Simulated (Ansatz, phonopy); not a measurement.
# CdS (Hawleyite, F-43m): a volume series of phonon spectra, part 3 of 4

Wanted: mode Grüneisen parameters of CdS (Hawleyite) and a free-energy fit over volumes.

Ansatz 0.2.0; DFT PBE, scalar-relativistic, plane waves, PAW.

So far, highest frequency (cm⁻¹): step 5 (phonons, V/V0 1) 281.

## 9. Phonons, V/V0 0.985

Phonons at this volume give one point of F(V, T); meshes stay fixed along the series.

File input.yaml:

```yaml
crystal:
  lattice:
    - [0.0, 2.9483206308, 2.9483206308]
    - [2.9483206308, 0.0, 2.9483206308]
    - [2.9483206308, 2.9483206308, 0.0]
  atoms:
    - { symbol: Cd, position: [0.0, 0.0, 0.0] }
    - { symbol: S, position: [0.25, 0.25, 0.25] }
kpoints:
  mp_grid: { grid: [8, 8, 8] }
hamiltonian:
  xc: pbe
scf:
  occupations: { method: fixed }
output:
  eigenvalues: true
phonons:
  method: dfpt
  dielectric: true
  rigid_motions: translations
  qmesh: [4, 4, 4]
  temperatures: { t_max: 1000, t_step: 50 }
  qpath:
    path:
      - [[0.0, 0.0, 0.0], [-0.5, -0.5, 0.0], [-0.375, -0.375, 0.25]]
      - [[-0.375, 0.0, 0.375], [0.0, 0.0, 0.0], [0.0, 0.0, 0.5], [-0.5, -0.25, 0.25], [-0.5, -0.5, 0.0]]
    npoints: 10
```

Run with:

```sh
> ansatz run input.yaml --threads 2 --pin off --max-ram 5120MiB --backend cpu --events-out ev --progress --plain --runs-dir out
```

Numbers of over 12 decimals in the logs are rounded to 6 here.

The program printed:

```text
[...]
Crystal: 2 atoms, lattice volume = 51.257 Å³
Basis set: ecut = 420 eV, 965 PW (Γ), exchange–correlation on 60×60×60 points (8 copies of the dense FFT grid, shifted against one another)
Bands: 17, of which v1, the nominal top of the filled ones, is band 13 counted from 1 (12 counted from 0)
Symmetry: 24 space group operations
[...]
optical modes at Γ + LO–TO along q̂ = [0.0000, 1.0000, 0.0000]:
      ω (cm⁻¹)  modes    IR ((D/Å)²/amu)
        222.22      2             9.0604
        282.38      1             4.5302
  optical modes at Γ + LO–TO along q̂ = [0.0000, 0.0000, 1.0000]:
      ω (cm⁻¹)  modes    IR ((D/Å)²/amu)
        222.22      2             9.0604
        282.38      1             4.5302
--- Phonons (arbitrary-q DFPT): 8 irreducible q on the 4×4×4 mesh ---
[...]
interpolated dispersion: 63 rows × 6 modes
[...]
[key lines of the parts left out:]
SCF converged after 7 iterations
Free energy (F): -9157.826436 eV
Fermi energy:    6.458390 eV
```

It took 3 min on 2 threads of Arm Neoverse V2, shared host; peak memory 1.1 GiB; 6 min of CPU time.

LO-TO term included. Phonon branches along the path, in cm⁻¹:

| point | branch 1 | branch 2 | branch 3 | branch 4 | branch 5 | branch 6 |
| --- | --- | --- | --- | --- | --- | --- |
| Γ | 0 | 0 | 0 | 222 | 222 | 282 |
| X | 53 | 53 | 144 | 263 | 263 | 277 |
| U | 51 | 68 | 135 | 256 | 268 | 281 |
| jump to K | 51 | 68 | 135 | 256 | 268 | 281 |
| Γ | 0 | 0 | 0 | 222 | 222 | 282 |
| L | 42 | 42 | 132 | 241 | 241 | 287 |
| W | 61 | 72 | 132 | 264 | 266 | 280 |
| X | 53 | 53 | 144 | 263 | 263 | 277 |

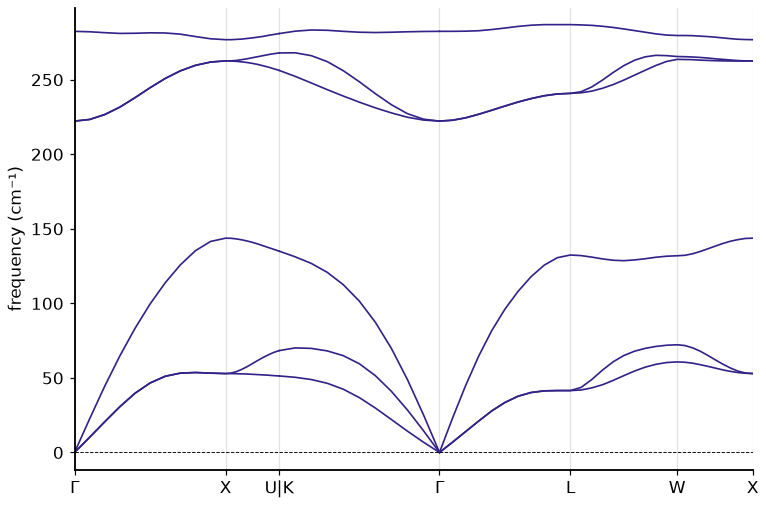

Phonon branches along the path.

No mode is imaginary beyond numerical noise at the solved wavevectors. The highest zone-centre mode (no LO–TO term) moved by +2.9 % for a volume change of -1.5 %.

## 10. A cell at another volume, V/V0 1.03

Symmetry fixes every atom, so a single point at the scaled cell gives the energy and pressure of this member.

The cell differs from the one that the last finished run ended in (a 4.170 → 4.232 Å, b 4.170 → 4.232 Å, c 4.170 → 4.232 Å).

input.yaml, the sections that differ from step 9:

```yaml
crystal:
  lattice:
    - [0.0, 2.9925520264, 2.9925520264]
    - [2.9925520264, 0.0, 2.9925520264]
    - [2.9925520264, 2.9925520264, 0.0]
  atoms:
    - { symbol: Cd, position: [0.0, 0.0, 0.0] }
    - { symbol: S, position: [0.25, 0.25, 0.25] }
output:
  forces: true
  stress: true
  eigenvalues: true
# kpoints, hamiltonian, scf: as in step 9
# phonons: removed
```

The program printed:

```text
[...]
Crystal: 2 atoms, lattice volume = 53.599 Å³
Basis set: ecut = 420 eV, 1067 PW (Γ), exchange–correlation on 60×60×60 points (8 copies of the dense FFT grid, shifted against one another)
Bands: 17, of which v1, the nominal top of the filled ones, is band 13 counted from 1 (12 counted from 0)
Symmetry: 24 space group operations
[...]
k-points: 29 of 512 (time reversal used)
[...]
--- Band table (eV; the first three rows and the last of 29) ---
  k-point 0: bands = [... 9 lower, -1.2284, 5.8679, 5.8679, 5.8679, 6.8437, 12.3966, 12.3966, 12.3966]
  k-point 1: bands = [... 9 lower, -1.2291, 4.8924, 5.7636, 5.7636, 7.6745, 12.1172, 12.5753, 12.5753]
  k-point 2: bands = [... 9 lower, -1.2247, 3.5563, 5.5274, 5.5274, 8.4740, 12.0508, 12.8579, 12.8579]
  k-point 28: bands = [... 9 lower, -0.7146, 2.3237, 3.9276, 3.9441, 10.9551, 11.3050, 12.9311, 13.9029]
[key lines of the parts left out:]
SCF converged after 6 iterations
Free energy (F): -9157.821132 eV
Fermi energy:    5.867926 eV
P = ⅓ Tr σ = -1.4700 GPa (-14.700 kbar)
```

Wall time 1 s (2 threads); peak memory 0.31 GiB; 1.9 s of CPU time.

The run ends at a pressure of -1.47 GPa.

## 11. Lattice dynamics at this volume, V/V0 1.03

The same q-mesh and k-mesh are kept at every volume, so that much of their error can cancel in the differences.

input.yaml, the sections that differ from step 10:

```yaml
output:
  eigenvalues: true
phonons:
  method: dfpt
  dielectric: true
  rigid_motions: translations
  qmesh: [4, 4, 4]
  temperatures: { t_max: 1000, t_step: 50 }
  qpath:
    path:
      - [[0.0, 0.0, 0.0], [-0.5, -0.5, 0.0], [-0.375, -0.375, 0.25]]
      - [[-0.375, 0.0, 0.375], [0.0, 0.0, 0.0], [0.0, 0.0, 0.5], [-0.5, -0.25, 0.25], [-0.5, -0.5, 0.0]]
    npoints: 10
# crystal, kpoints, hamiltonian, scf: as in step 10
```

The program printed:

```text
[...]
Crystal: 2 atoms, lattice volume = 53.599 Å³
Basis set: ecut = 420 eV, 1067 PW (Γ), exchange–correlation on 60×60×60 points (8 copies of the dense FFT grid, shifted against one another)
Bands: 17, of which v1, the nominal top of the filled ones, is band 13 counted from 1 (12 counted from 0)
Symmetry: 24 space group operations
[...]
optical modes at Γ + LO–TO along q̂ = [0.0000, 1.0000, 0.0000]:
      ω (cm⁻¹)  modes    IR ((D/Å)²/amu)
        204.09      2             9.4929
        267.47      1             4.7464
  optical modes at Γ + LO–TO along q̂ = [0.0000, 0.0000, 1.0000]:
      ω (cm⁻¹)  modes    IR ((D/Å)²/amu)
        204.09      2             9.4929
        267.47      1             4.7464
--- Phonons (arbitrary-q DFPT): 8 irreducible q on the 4×4×4 mesh ---
[...]
interpolated dispersion: 63 rows × 6 modes
[...]
[key lines of the parts left out:]
SCF converged after 7 iterations
Free energy (F): -9157.821132 eV
Fermi energy:    5.867938 eV
```

Elapsed: 2.9 min, on 2 threads; peak memory 1.2 GiB; 5.7 min of CPU time.

No mode is imaginary beyond numerical noise at the solved wavevectors. The highest zone-centre mode (no LO–TO term) moved by -5.5 % for a volume change of +3.0 %.

## 12. A cell at another volume, V/V0 0.97

Symmetry fixes every atom, so a single point at the scaled cell gives the energy and pressure of this member.

The cell differs from the one that the last finished run ended in (a 4.232 → 4.148 Å, b 4.232 → 4.148 Å, c 4.232 → 4.148 Å).

input.yaml, the sections that differ from step 11:

```yaml
crystal:
  lattice:
    - [0.0, 2.9332779169, 2.9332779169]
    - [2.9332779169, 0.0, 2.9332779169]
    - [2.9332779169, 2.9332779169, 0.0]
  atoms:
    - { symbol: Cd, position: [0.0, 0.0, 0.0] }
    - { symbol: S, position: [0.25, 0.25, 0.25] }
output:
  forces: true
  stress: true
  eigenvalues: true
# kpoints, hamiltonian, scf: as in step 11
# phonons: removed
```

The program printed:

```text
[...]
Crystal: 2 atoms, lattice volume = 50.477 Å³
Basis set: ecut = 420 eV, 965 PW (Γ), exchange–correlation on 60×60×60 points (8 copies of the dense FFT grid, shifted against one another)
Bands: 17, of which v1, the nominal top of the filled ones, is band 13 counted from 1 (12 counted from 0)
Symmetry: 24 space group operations
[...]
k-points: 29 of 512 (time reversal used)
[...]
--- Band table (eV; the first three rows and the last of 29) ---
  k-point 0: bands = [... 9 lower, -0.5344, 6.6690, 6.6690, 6.6690, 7.7774, 13.1984, 13.1984, 13.1984]
  k-point 1: bands = [... 9 lower, -0.5354, 5.6587, 6.5514, 6.5514, 8.6121, 12.9346, 13.3917, 13.3917]
  k-point 2: bands = [... 9 lower, -0.5303, 4.2210, 6.2860, 6.2860, 9.4119, 12.9231, 13.6915, 13.6915]
  k-point 28: bands = [... 9 lower, 0.0679, 2.8551, 4.4823, 4.5451, 12.0195, 12.1013, 13.8598, 14.7032]
[key lines of the parts left out:]
SCF converged after 6 iterations
Free energy (F): -9157.820132 eV
Fermi energy:    6.668983 eV
P = ⅓ Tr σ = 1.7522 GPa (17.522 kbar)
```

It took 0.96 s on 2 threads; peak memory 0.3 GiB; 1.8 s of CPU time.

The run ends at a pressure of 1.75 GPa.

## 13. Lattice dynamics at this volume, V/V0 0.97

The same q-mesh and k-mesh are kept at every volume, so that much of their error can cancel in the differences.

input.yaml, the sections that differ from step 12:

```yaml
output:
  eigenvalues: true
phonons:
  method: dfpt
  dielectric: true
  rigid_motions: translations
  qmesh: [4, 4, 4]
  temperatures: { t_max: 1000, t_step: 50 }
  qpath:
    path:
      - [[0.0, 0.0, 0.0], [-0.5, -0.5, 0.0], [-0.375, -0.375, 0.25]]
      - [[-0.375, 0.0, 0.375], [0.0, 0.0, 0.0], [0.0, 0.0, 0.5], [-0.5, -0.25, 0.25], [-0.5, -0.5, 0.0]]
    npoints: 10
# crystal, kpoints, hamiltonian, scf: as in step 12
```

The program printed:

```text
[...]
Crystal: 2 atoms, lattice volume = 50.477 Å³
Basis set: ecut = 420 eV, 965 PW (Γ), exchange–correlation on 60×60×60 points (8 copies of the dense FFT grid, shifted against one another)
Bands: 17, of which v1, the nominal top of the filled ones, is band 13 counted from 1 (12 counted from 0)
Symmetry: 24 space group operations
[...]
optical modes at Γ + LO–TO along q̂ = [0.0000, 1.0000, 0.0000]:
      ω (cm⁻¹)  modes    IR ((D/Å)²/amu)
        228.60      2             8.9128
        287.62      1             4.4564
  optical modes at Γ + LO–TO along q̂ = [0.0000, 0.0000, 1.0000]:
      ω (cm⁻¹)  modes    IR ((D/Å)²/amu)
        228.60      2             8.9128
        287.62      1             4.4564
--- Phonons (arbitrary-q DFPT): 8 irreducible q on the 4×4×4 mesh ---
[...]
interpolated dispersion: 63 rows × 6 modes
[...]
[key lines of the parts left out:]
SCF converged after 7 iterations
Free energy (F): -9157.820132 eV
Fermi energy:    6.668996 eV
```

The job ended after 2.9 min (2 threads; peak memory 1.1 GiB).

LO-TO term included. Phonon branches along the path, in cm⁻¹:

| point | branch 1 | branch 2 | branch 3 | branch 4 | branch 5 | branch 6 |
| --- | --- | --- | --- | --- | --- | --- |
| Γ | 0 | 0 | 0 | 229 | 229 | 288 |
| X | 51 | 51 | 146 | 270 | 270 | 282 |
| U | 50 | 68 | 137 | 263 | 274 | 288 |
| jump to K | 50 | 68 | 137 | 263 | 274 | 288 |
| Γ | 0 | 0 | 0 | 229 | 229 | 288 |
| L | 40 | 40 | 134 | 248 | 248 | 293 |
| W | 60 | 72 | 134 | 269 | 273 | 286 |
| X | 51 | 51 | 146 | 270 | 270 | 282 |

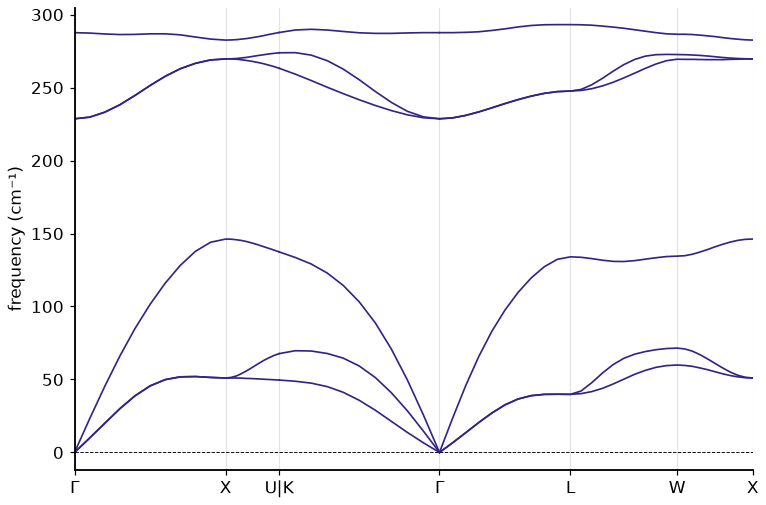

Phonon branches along the path.

No mode is imaginary beyond numerical noise at the solved wavevectors. The highest zone-centre mode (no LO–TO term) moved by +5.8 % for a volume change of -3.0 %.

## 14. Single point at a scaled cell, V/V0 1.05

Symmetry fixes every atom, so a single point at the scaled cell gives the energy and pressure of this member.

The cell differs from the one that the last finished run ended in (a 4.148 → 4.259 Å, b 4.148 → 4.259 Å, c 4.148 → 4.259 Å).

input.yaml, the sections that differ from step 13:

```yaml
crystal:
  lattice:
    - [0.0, 3.0117972629, 3.0117972629]
    - [3.0117972629, 0.0, 3.0117972629]
    - [3.0117972629, 3.0117972629, 0.0]
  atoms:
    - { symbol: Cd, position: [0.0, 0.0, 0.0] }
    - { symbol: S, position: [0.25, 0.25, 0.25] }
output:
  forces: true
  stress: true
  eigenvalues: true
# kpoints, hamiltonian, scf: as in step 13
# phonons: removed
```

The program printed:

```text
[...]
Crystal: 2 atoms, lattice volume = 54.640 Å³
Basis set: ecut = 420 eV, 1067 PW (Γ), exchange–correlation on 60×60×60 points (8 copies of the dense FFT grid, shifted against one another)
Bands: 17, of which v1, the nominal top of the filled ones, is band 13 counted from 1 (12 counted from 0)
Symmetry: 24 space group operations
[...]
k-points: 29 of 512 (time reversal used)
[...]
--- Band table (eV; the first three rows and the last of 29) ---
  k-point 0: bands = [... 9 lower, -1.4455, 5.6238, 5.6238, 5.6238, 6.5562, 12.1481, 12.1481, 12.1481]
  k-point 1: bands = [... 9 lower, -1.4461, 4.6587, 5.5234, 5.5234, 7.3857, 11.8642, 12.3223, 12.3223]
  k-point 2: bands = [... 9 lower, -1.4419, 3.3543, 5.2960, 5.2960, 8.1839, 11.7815, 12.5995, 12.5995]
  k-point 28: bands = [... 9 lower, -0.9576, 2.1611, 3.7570, 3.7609, 10.6248, 11.0598, 12.6427, 13.6559]
[key lines of the parts left out:]
SCF converged after 6 iterations
Free energy (F): -9157.808768 eV
Fermi energy:    5.623821 eV
P = ⅓ Tr σ = -2.3254 GPa (-23.254 kbar)
```

The job ended after 1 s (2 threads; peak memory 0.31 GiB).

The run ends at a pressure of -2.33 GPa.

## 15. Lattice dynamics at this volume, V/V0 1.05

The same q-mesh and k-mesh are kept at every volume, so that much of their error can cancel in the differences.

input.yaml, the sections that differ from step 14:

```yaml
output:
  eigenvalues: true
phonons:
  method: dfpt
  dielectric: true
  rigid_motions: translations
  qmesh: [4, 4, 4]
  temperatures: { t_max: 1000, t_step: 50 }
  qpath:
    path:
      - [[0.0, 0.0, 0.0], [-0.5, -0.5, 0.0], [-0.375, -0.375, 0.25]]
      - [[-0.375, 0.0, 0.375], [0.0, 0.0, 0.0], [0.0, 0.0, 0.5], [-0.5, -0.25, 0.25], [-0.5, -0.5, 0.0]]
    npoints: 10
# crystal, kpoints, hamiltonian, scf: as in step 14
```

The program printed:

```text
[...]
Crystal: 2 atoms, lattice volume = 54.640 Å³
Basis set: ecut = 420 eV, 1067 PW (Γ), exchange–correlation on 60×60×60 points (8 copies of the dense FFT grid, shifted against one another)
Bands: 17, of which v1, the nominal top of the filled ones, is band 13 counted from 1 (12 counted from 0)
Symmetry: 24 space group operations
[...]
optical modes at Γ + LO–TO along q̂ = [0.0000, 1.0000, 0.0000]:
      ω (cm⁻¹)  modes    IR ((D/Å)²/amu)
        196.46      2             9.6797
        261.19      1             4.8398
  optical modes at Γ + LO–TO along q̂ = [0.0000, 0.0000, 1.0000]:
      ω (cm⁻¹)  modes    IR ((D/Å)²/amu)
        196.46      2             9.6797
        261.19      1             4.8398
--- Phonons (arbitrary-q DFPT): 8 irreducible q on the 4×4×4 mesh ---
[...]
interpolated dispersion: 63 rows × 6 modes
[...]
[key lines of the parts left out:]
SCF converged after 7 iterations
Free energy (F): -9157.808768 eV
Fermi energy:    5.623828 eV
```

The job ended after 2.8 min (2 threads; peak memory 1.2 GiB; 5.6 min of CPU time).

LO-TO term included. Phonon branches along the path, in cm⁻¹:

| point | branch 1 | branch 2 | branch 3 | branch 4 | branch 5 | branch 6 |
| --- | --- | --- | --- | --- | --- | --- |
| Γ | 0 | 0 | 0 | 196 | 196 | 261 |
| X | 57 | 57 | 134 | 234 | 234 | 254 |
| U | 56 | 68 | 125 | 228 | 244 | 254 |
| jump to K | 56 | 68 | 125 | 228 | 244 | 254 |
| Γ | 0 | 0 | 0 | 196 | 196 | 261 |
| L | 46 | 46 | 125 | 213 | 213 | 262 |
| W | 62 | 73 | 122 | 237 | 241 | 252 |
| X | 57 | 57 | 134 | 234 | 234 | 254 |

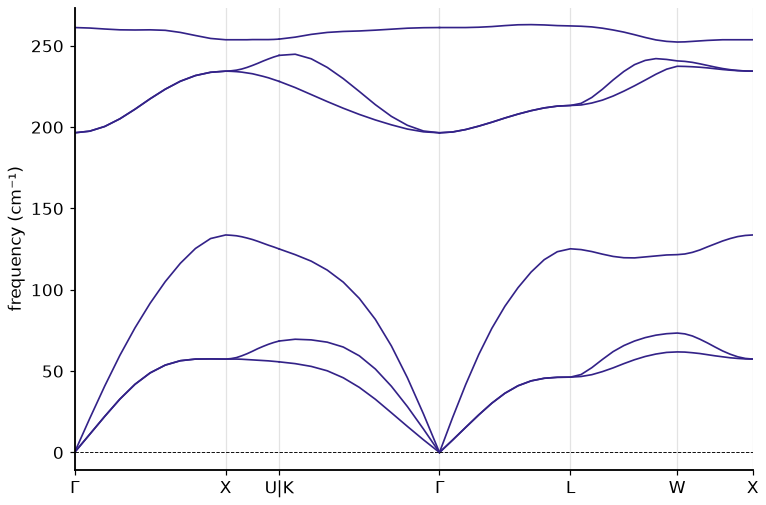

Phonon branches along the path.

No mode is imaginary beyond numerical noise at the solved wavevectors. The highest zone-centre mode (no LO–TO term) moved by -9.1 % for a volume change of +5.0 %.

## 16. How the modes move with volume

This step: DFT PBE, scalar-relativistic, plane waves, PAW (phonopy 4.10.0).

Numbers from this step:

- share of modes with a negative Grüneisen parameter: 0.332

Mean Grüneisen, by row:

| T (K) | heat-capacity-weighted mean | root mean square |
| --- | --- | --- |
| 50 | -0.402 | 1.115 |
| 100 | 0.249 | 1.27 |
| 200 | 0.575 | 1.355 |
| 300 | 0.643 | 1.372 |
| 500 | 0.679 | 1.381 |
| 800 | 0.691 | 1.384 |

The mean mode Grueneisen parameter by wavenumber:

| wavenumber (cm⁻¹) | mean mode Grueneisen parameter |
| --- | --- |
| 5 | - |
| 23 | -1.29 |
| 33 | -1.05 |
| 52 | -1.13 |
| 70 | -0.218 |
| 89 | 1.07 |
| 98 | 1.08 |
| 117 | 1.1 |
| 136 | 1.18 |
| 145 | - |
| 164 | - |
| 183 | - |
| 192 | - |
| 211 | - |
| 230 | 1.86 |
| 248 | 1.73 |
| 258 | 1.58 |
| 276 | 1.41 |

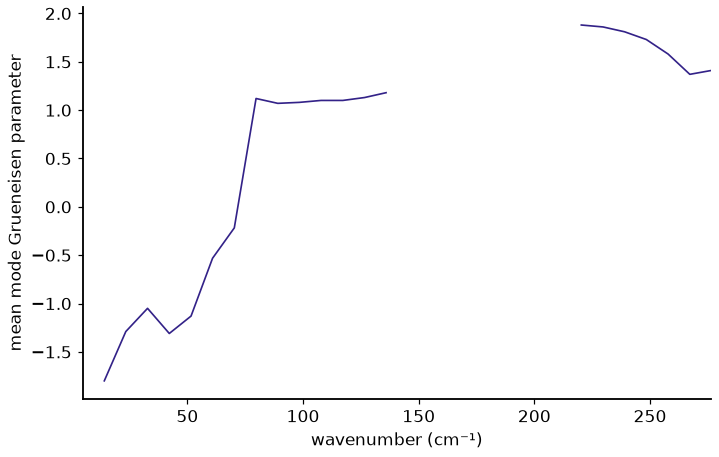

Mean mode Grueneisen parameter, plotted against wavenumber.

Volume series, by row:

| V/V0 | V (Å³/atom) | pressure (GPa) | E - E0 (meV/atom) | gap (eV) | zero-point energy (meV/atom) | lowest on the path (cm⁻¹) | highest at Gamma without the LO-TO term (cm⁻¹) |
| --- | --- | --- | --- | --- | --- | --- | --- |
| 0.97 | 25.24 | 1.752 | 4.169 | 1.108 | 31.89 | 0 | 228.6 |
| 0.985 | 25.63 | 0.843 | 1.017 | 1.075 | 31.28 | 0 | 222.2 |
| 1 | 26.02 | 0.006 | 0 | 1.042 | 30.68 | 0 | 216 |
| 1.015 | 26.41 | -0.763 | 0.934 | 1.009 | 30.09 | 0 | 210 |
| 1.03 | 26.8 | -1.47 | 3.669 | 0.976 | 29.51 | 0 | 204.1 |
| 1.05 | 27.32 | -2.325 | 9.851 | 0.932 | 28.74 | 0 | 196.5 |

(Continued in part 4 of 4.)

[Logs are printed without paths, hosts, clocks, repeated set-up lines and the standing remarks that a program may print on its own settings, such as how far it seeks lower states.]

[Hosts, paths, dates, database ids (printed as entryN), source tags and the programs' standing remarks are cut or masked in the printed files.]

[A step with changed settings may run another functional than the one named; its input shows which.]

[Of the runs on displaced cells, only some may be shown.]
